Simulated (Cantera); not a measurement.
Charge: 1 mol SiH₄, 4.8 mol NH₃, 0.81 mol O₂, equilibrated at 7.70 mbar.

Method: chemical equilibrium by Gibbs-energy minimisation in Cantera with the NASA 1993 tables (ideal gas, pure condensed phases). Candidate condensed phases: H₂O, Si, SiO₂, Si₂N₂O, Si₃N₄; 35 gas species. Mutual solubility and eutectic melting of coexisting phases are not modelled. The tables hold silica as quartz up to 1696 K and as liquid above; real silica turns to tridymite and cristobalite and melts near 1996 K. Rates play no part.

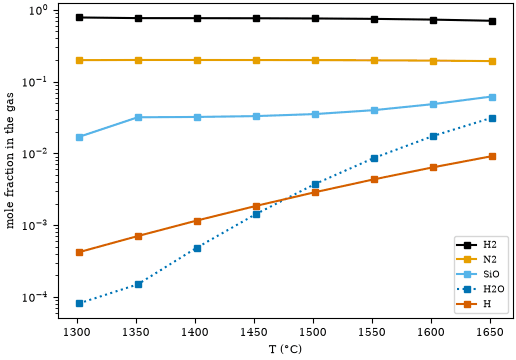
*Equilibrium gas composition (values under 1e-9 drawn at 1e-9)*

At 1302 °C the condensed part is SiO₂(β-quartz) + Si₂N₂O(s). From 1352 °C to 1402 °C the condensed part is SiO₂(β-quartz). From 1452 °C to 1652 °C the condensed part is SiO₂(condensed). The main Si-bearing gas is SiO throughout. The share of Si in condensed phases is highest at 1302 °C (80.1 %) and lowest at 1652 °C (22.9 %).
